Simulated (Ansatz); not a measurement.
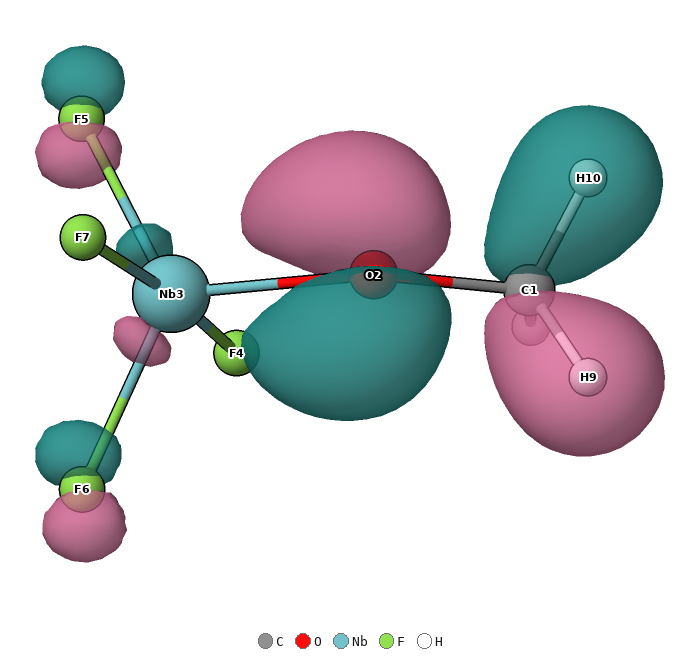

The picture shows: CH3F4NbO (SMILES C[O][Nb]([F])([F])([F])[F]). One frontier orbital at ±0.15 Å⁻³ᐟ² (teal and pink are the two phases), seen from one side.

Geometry: PBE0-D4/def2-TZVP; core potentials replace the inner electrons of Nb.

Method: RKS PBE0-D4/def2-TZVPP in Ansatz 0.2.0.

| atom | x (Å) | y (Å) | z (Å) |
| --- | --- | --- | --- |
| C | 0.3048 | -1.7233 | 0.0081 |
| O | 0.6165 | -0.3480 | 0.0663 |
| Nb | -0.1298 | 1.3182 | 0.0049 |
| F | -1.8452 | 0.5723 | -0.2180 |
| F | -0.3155 | 2.0763 | -1.6730 |
| F | -0.7182 | 2.0177 | 1.6140 |
| F | 1.4801 | 2.2500 | 0.2190 |
| H | -0.7728 | -1.8499 | -0.1224 |
| H | 0.6260 | -2.1959 | 0.9373 |
| H | 0.8372 | -2.1688 | -0.8333 |

Which orbital is it: HOMO or LUMO?

Answer. The HOMO, at −10.08 eV. By Hirshfeld shares it lies mainly on O2 (about 50 %), C1 (about 15 %), Nb3 (about 10 %), H9 (about 10 %) and H10 (about 10 %).
